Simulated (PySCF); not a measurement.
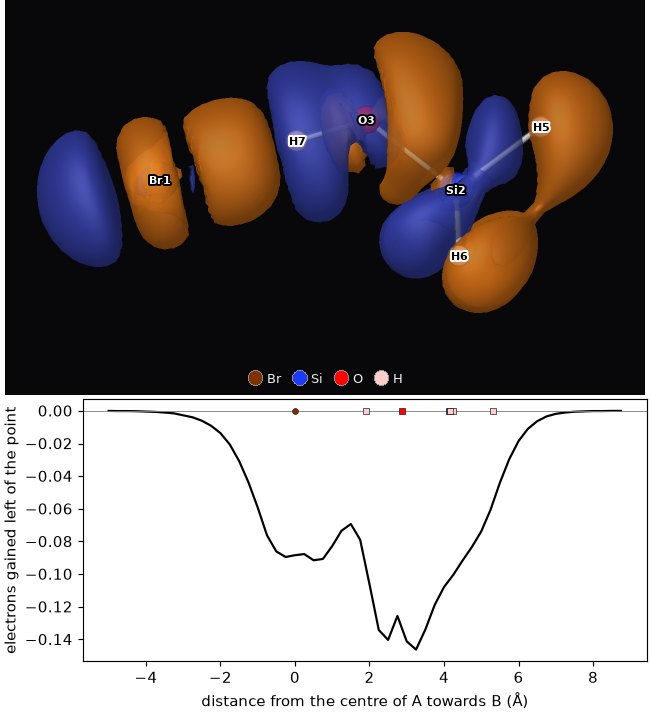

BrH₄OSi, charge −1, SMILES `[Br-].[SiH3]O`. Density of the complex less the densities of the two fragments at the same geometry, ±0.006 e/Å³ (orange: gain, blue: loss). Fragment A: Br(−1) (atom 1); fragment B: SiH4O. Below: the charge-displacement curve along the line of centres (A on the left).

Level of theory: TPSS/aug-cc-pVDZ (PySCF), at a geometry from GFN2-xTB. GFN2-xTB bond lengths at metals and heavier atoms can be off by up to 0.1 Å and shapes distorted, which carries into these values.

Geometry (Å), atoms numbered from 1:

```
Br1     -1.5822   -0.0556    0.0001
Si2      2.5449   -0.2229    0.0002
O3       1.3074    0.7670   -0.0007
H4       2.6512   -1.0457   -1.2171
H5       3.7317    0.6445    0.0748
H6       2.5766   -1.1463    1.1466
H7       0.3303    0.4788   -0.0032
```

Question: Which way does charge flow?

Answer: Hirshfeld charges show 0.076 e passing from A to B. By Hirshfeld charges, electrons gather most on H5 (−0.033 e) and leave Br1 most (+0.076 e); 0.32 e is displaced in all.

Question: What is the interaction energy, and which contacts carry it?

Answer: The counterpoise-corrected interaction energy of the frozen fragments is −19.4 kcal/mol without dispersion correction and −20.8 kcal/mol with D3(BJ). The pair geometry is semi-empirical, not a minimum at this level. Contacts: Br1···H7, hydrogen bond, 1.99 Å, ρ = 0.050 a.u. The pose is a local one from a semi-empirical search, not shown to be the most stable.

Cost of the run: 120 s on 1 thread of AMD EPYC (Zen 3), with other jobs on the host, peak memory 0.53 GiB.
